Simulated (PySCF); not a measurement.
C$_{5}$H$_{8}$OS (SMILES CS/C(C)=C\C=O)

The calculation's input:

```
{"job": {"xc": "PBE0", "basis": "pcSseg-1", "kind": "nmr", "pop": true}, "charge": 0, "multiplicity": 1}
C      2.389396     0.008426    -0.224603
S      0.911690    -1.035386    -0.026337
C     -0.430160     0.050474    -0.334960
C     -0.132748     1.476390    -0.650675
C     -1.696889    -0.412533    -0.282044
C     -2.055471    -1.777987     0.016033
O     -3.183319    -2.210815     0.065225
H      2.450351     0.395514    -1.236499
H      2.391188     0.812150     0.504444
H      3.227382    -0.655802    -0.037437
H      0.412041     1.950301     0.165322
H     -1.060372     2.020698    -0.807987
H      0.471908     1.557890    -1.553482
H     -2.516644     0.266082    -0.473277
H     -1.182767    -2.437411     0.206730
```

Run with:

```sh
OMP_NUM_THREADS=1 python ens_run.py task.json out
```

Geometry: GFN2-xTB.

Computed with PySCF 2.14.0, PBE0/pcSseg-1, SCF density, gas phase, non-relativistic.

Predict the electron density and electron localisation function between the atoms.

C–O (1.21 Å): ρ at the midpoint is about 3.3 e/Å³; the ELF peaks at about 0.85 between the atoms: a short, multiple covalent bond.
C–C (1.35 Å): the density is about 2.2 e/Å³ at the midpoint; the ELF peaks at about 0.95 between the atoms; localised, covalent bonding.
C–S (1.75 Å): ρ is about 1.4 e/Å³ halfway; the ELF peaks at about 0.90 between the atoms; a shared electron pair.
C–H (1.08 Å): the density is about 2 e/Å³ at the midpoint; the ELF climbs to about 1 towards the hydrogen, as it does in any bond to H (a covalent bond by its length).

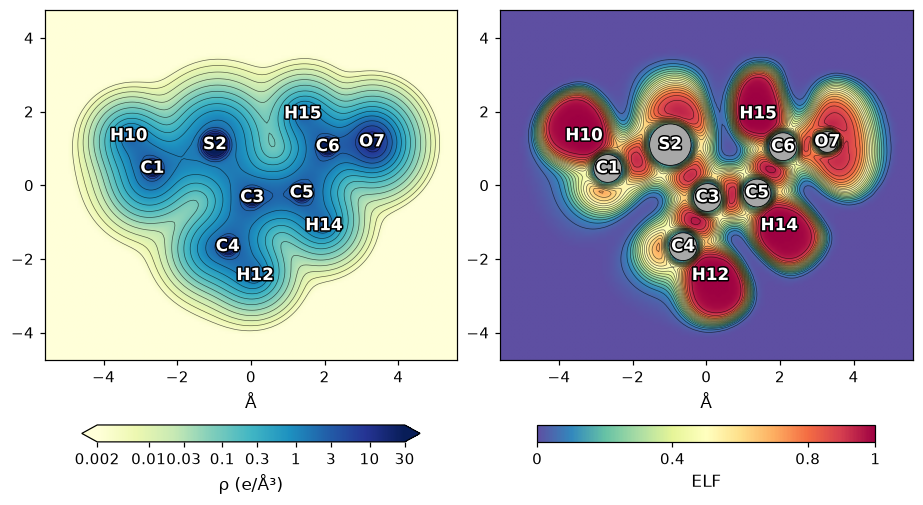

Computed electron density and electron localisation function on the plane of atoms S2, C3 and C4, in this order. Grey discs cover the atomic cores in the ELF map. 
